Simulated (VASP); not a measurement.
Band structure of RbCl (rock salt). These are PBE GGA with D4 dispersion, VASP's PBE PAW potentials (set 64) (plane waves; VASP) values and carry that method's errors.

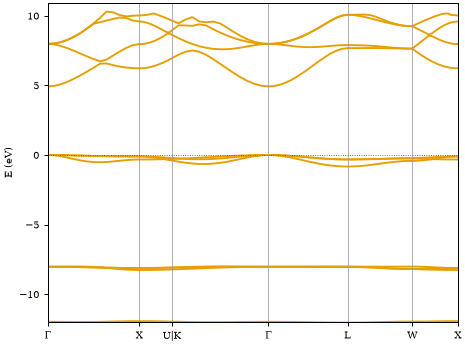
*Bands along high-symmetry lines, zero at the valence-band maximum or, without a gap, the Fermi level*

Task: Read the plot: is there a gap, and where are the band edges?

Result: The gap is direct, 4.93 eV, from the valence maximum at Γ to the conduction minimum at Γ. (Edges off the drawn lines would not show.)

Measured: gap 8.50 eV (computed value off by -3.57 eV), as given by Aguado et al., (1998), arXiv:cond-mat/9809176.

The compound is RbCl in the rock salt structure. It was relaxed first.
